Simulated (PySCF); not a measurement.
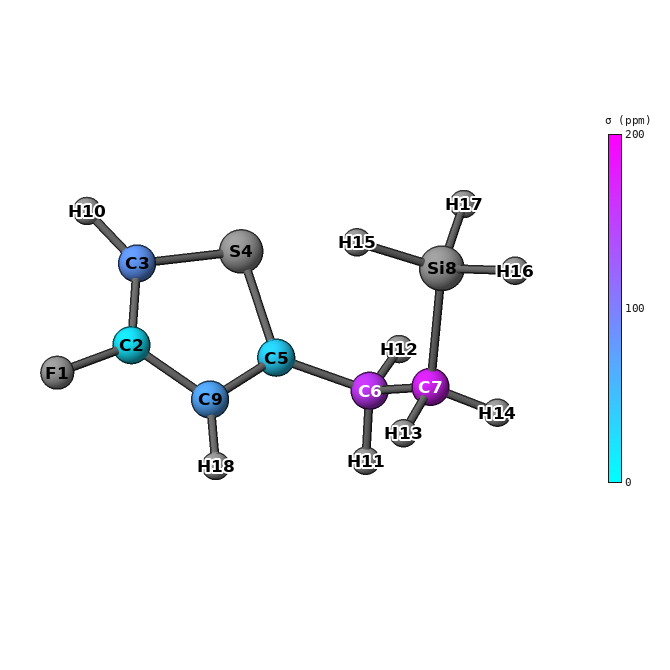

Atoms are coloured by their isotropic NMR shieldings (C only, the others grey). Computed geometry: GFN2-xTB optimisation. No frequency run is at hand to confirm it as a minimum. Properties computed with GIAO PBE0/pcSseg-1 NMR shielding, non-relativistic, gas phase (PySCF 2.14.0).

**Which C atom is the most shielded (lowest chemical shift)?**

C7 (171.9 ppm).

**Which C atom is the least shielded (highest chemical shift)?**

C2 (18.9 ppm).

**How wide is the range of C shifts?**

153.0 ppm.

Give the isotropic NMR shieldings of the C atoms atom by atom.

```csv
atom,σ (ppm)
C2,18.9
C3,78.4
C5,32.3
C6,155.0
C7,171.9
C9,67.2
```

The geometry is semi-empirical. Around Si such bond lengths and angles can be off by a tenth of an ångström or more and by several degrees, and values that hang on the shape move with them.
